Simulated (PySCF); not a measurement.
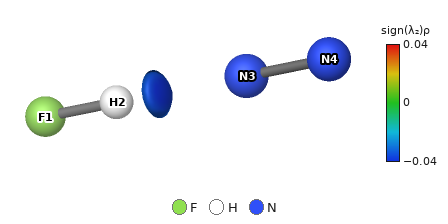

FHN₂, SMILES `F.N#N`. Non-covalent interaction surfaces between the fragments (reduced density gradient s = 0.4, coloured by sign(λ₂)ρ in a.u.; trimmed to the region between the fragments where ρ is under 0.06 a.u.). Fragment A: HF (atoms 1–2); fragment B: N2.

PySCF calculation, CAM-B3LYP/6-311+G**, gas phase; geometry: GFN2-xTB.

Input

```python
import numpy as np
from pyscf import gto, scf, dft
from pyscf.scf import atom_ks, atom_hf
from scipy.linalg import block_diag
from pyscf.dispersion import dftd3

def solve(mol, dm0=None, hcore=None):
    mf = (dft.UKS if mol.spin else dft.RKS)(mol, xc='camb3lyp')
    mf.grids.level = 3
    mf = mf.density_fit(auxbasis='def2-universal-jkfit')
    mf.conv_tol, mf.max_cycle = 1e-8, 80
    if hcore is not None:
        mf.get_hcore = lambda *args: hcore
    mf.kernel(dm0)
    if not mf.converged:
        mf = mf.newton().run(mf.mo_coeff, mf.mo_occ, max_cycle=30)
    assert mf.converged, 'SCF not converged'
    return mf

mol = gto.M(atom='''
F     -1.91852     0.00006     0.00000
H     -0.97403     0.00017     0.00000
N      0.75492    -0.00034     0.00000
N      1.85090     0.00023     0.00000
''', basis='6-311+g**', charge=0, spin=0, verbose=4)
mol_a = gto.M(atom='''
F     -1.91852     0.00006     0.00000
H     -0.97403     0.00017     0.00000
ghost-N      0.75492    -0.00034     0.00000
ghost-N      1.85090     0.00023     0.00000
''', basis='6-311+g**', charge=0, spin=0, verbose=4)
mol_b = gto.M(atom='''
ghost-F     -1.91852     0.00006     0.00000
ghost-H     -0.97403     0.00017     0.00000
N      0.75492    -0.00034     0.00000
N      1.85090     0.00023     0.00000
''', basis='6-311+g**', charge=0, spin=0, verbose=4)
ab, a, b = solve(mol), solve(mol_a), solve(mol_b)
e_int = ab.e_tot - a.e_tot - b.e_tot
print('counterpoise-corrected interaction energy / kcal/mol', e_int * 627.5095)
def disp(atoms, charge):
    m = gto.M(atom=atoms, charge=charge, basis='sto-3g', spin=None, unit='Bohr', verbose=0)
    return dftd3.DFTD3Dispersion(m, xc='camb3lyp', version='d3bj').get_dispersion()['energy']
e_disp = disp(mol._atom, mol.charge) - disp(mol._atom[:2], mol_a.charge) - disp(mol._atom[2:], mol_b.charge)
print('D3(BJ) part / kcal/mol', e_disp * 627.5095)
# spherically averaged free atoms, for the promolecule
atm = atom_ks.get_atm_nrks(mol, xc='camb3lyp')
pro = block_diag(*[(atm[a[0]][2] * atm[a[0]][3]) @ atm[a[0]][2].T for a in mol._atom])
np.savez('result.npz', e_int=e_int, e_disp=e_disp, dm_a=a.make_rdm1(), dm_b=b.make_rdm1(), c=ab.mo_coeff, occ=ab.mo_occ, eps=ab.mo_energy, pro=pro, d=[f.dip_moment(verbose=0) for f in (ab, a, b)])
```

Command:

```sh
OMP_NUM_THREADS=1 python input.py
```

The run took 7.2 s on 1 thread of Arm Neoverse V1, on a shared host, peak memory 0.28 GiB.

Partitions, critical points and surface values were worked out afterwards from this run's density.

Question: Which interactions hold the two fragments together?

Answer: Bond critical points between the fragments: H2···N3, hydrogen bond, 1.73 Å, ρ = 0.039 a.u. It appears blue (attractive, sign(λ₂)ρ well below zero). The pose is a local one from a semi-empirical search, not shown to be the most stable.

Question: How strongly are they bound?

Answer: The counterpoise-corrected interaction energy of the frozen fragments is −1.3 kcal/mol without dispersion correction and −1.6 kcal/mol with D3(BJ). The pair geometry is semi-empirical, not a minimum at this level.
